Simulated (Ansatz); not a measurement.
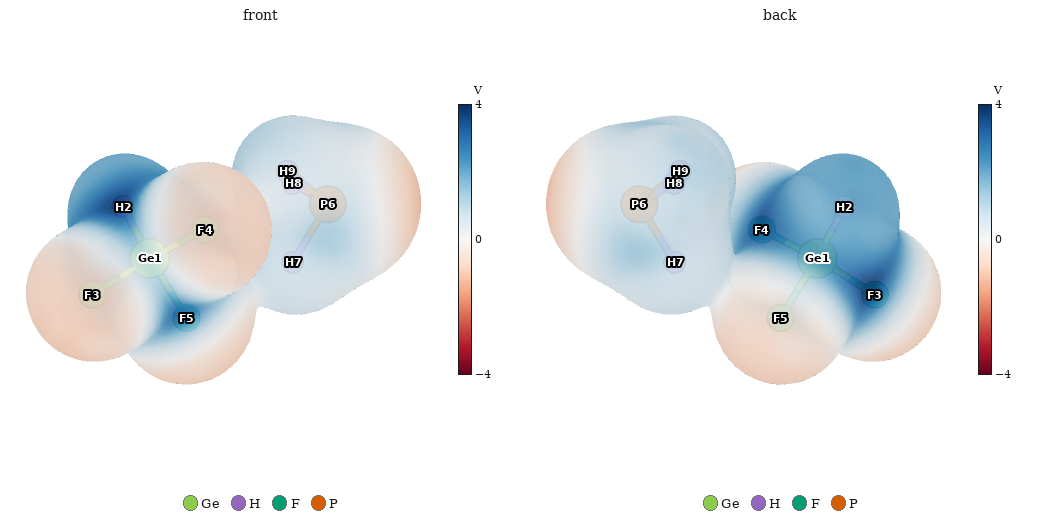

*F3GeH···PH3. The molecular electrostatic potential painted on the density surface at 0.004 e/bohr³, seen from the front and from behind; red is negative and blue positive.*

Computed with Ansatz, RKS PBE0-D4/def2-SVP.

Input

```
crystal:
  periodic: [false, false, false]
  atoms:
    - { symbol: Ge, position_ang: [0.275657, -0.042547, -0.02083] }
    - { symbol: H, position_ang: [0.3287, -0.019908, 1.512992] }
    - { symbol: F, position_ang: [1.812727, 0.06058, -0.768306] }
    - { symbol: F, position_ang: [-0.656361, 1.257359, -0.635873] }
    - { symbol: F, position_ang: [-0.458981, -1.469195, -0.627416] }
    - { symbol: P, position_ang: [-2.902495, 0.23338, 1.364655] }
    - { symbol: H, position_ang: [-2.745051, -0.707161, 0.298606] }
    - { symbol: H, position_ang: [-3.234456, -0.790635, 2.312815] }
    - { symbol: H, position_ang: [-1.52554, 0.166028, 1.723557] }
basis:
  gaussian: { orbitals: def2-SVP }
hamiltonian:
  xc: pbe0
  dispersion: d4
relax:
  f_tol: 0.03
  max_steps: 50
output:
  orbitals: {}
```

Command:

```sh
ansatz run input.yaml --threads 4 --pin off --max-ram 5120MiB --backend cpu --events-out ev --progress --plain --runs-dir out
```

The fields are those of the run's last geometry, not of the input's.

> Which sites attract a positive test charge, and which a negative one?

A positive charge is drawn to the negative regions and a negative charge to the positive ones. The most negative region (about −1.0 V, or −23 kcal/mol for a unit charge) lies over P6, the most positive (about +3.6 V, or +83 kcal/mol for a unit charge) over Ge1.
